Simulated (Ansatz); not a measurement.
```json
{"atom": "B", "x (Å)": "0.0000", "y (Å)": "0.0000", "z (Å)": "-0.2385"}
{"atom": "F", "x (Å)": "0.0000", "y (Å)": "0.0000", "z (Å)": "1.0849"}
{"atom": "H", "x (Å)": "1.0572", "y (Å)": "0.0000", "z (Å)": "-0.7982"}
{"atom": "H", "x (Å)": "-1.0572", "y (Å)": "0.0000", "z (Å)": "-0.7982"}
{"atom": "H", "x (Å)": "0.0000", "y (Å)": "0.0000", "z (Å)": "3.9199"}
```

Method: UKS B3LYP-D4/6-31G* (Ansatz 0.2.0).

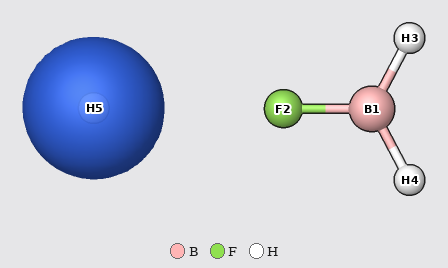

BFH2···H (doublet). Isosurface of the spin density at +0.04 e/Å³ (blue), seen across its widest extent.

Describe the spin distribution.

Answer. The unpaired spin (1 electron) lies mostly on H5 (about 1.0), in electrons by Hirshfeld's partition.
